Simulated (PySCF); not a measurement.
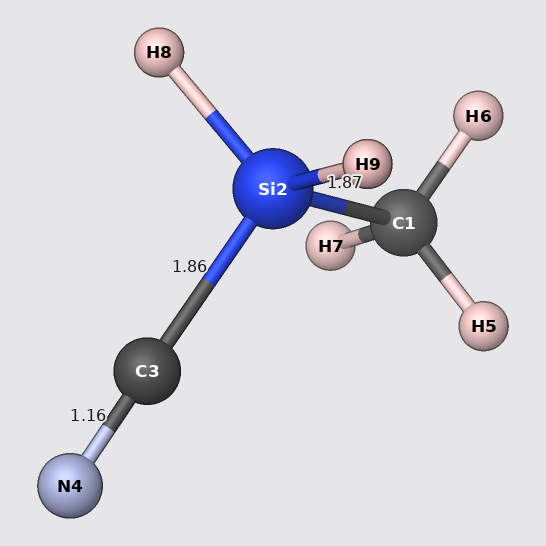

The numbers beside the sticks are distances in Å. Sticks don't show bond order. The geometry was computed by an optimisation with PBE0-D3(BJ)/def2-SVP. No frequency run is at hand to confirm it as a minimum.

Q: Assign a bond order to each marked bond.

A: C1–Si2 single; Si2–C3 single; C3–N4 triple.

Q: Give the structure as SMILES.

A: C[SiH2]C#N
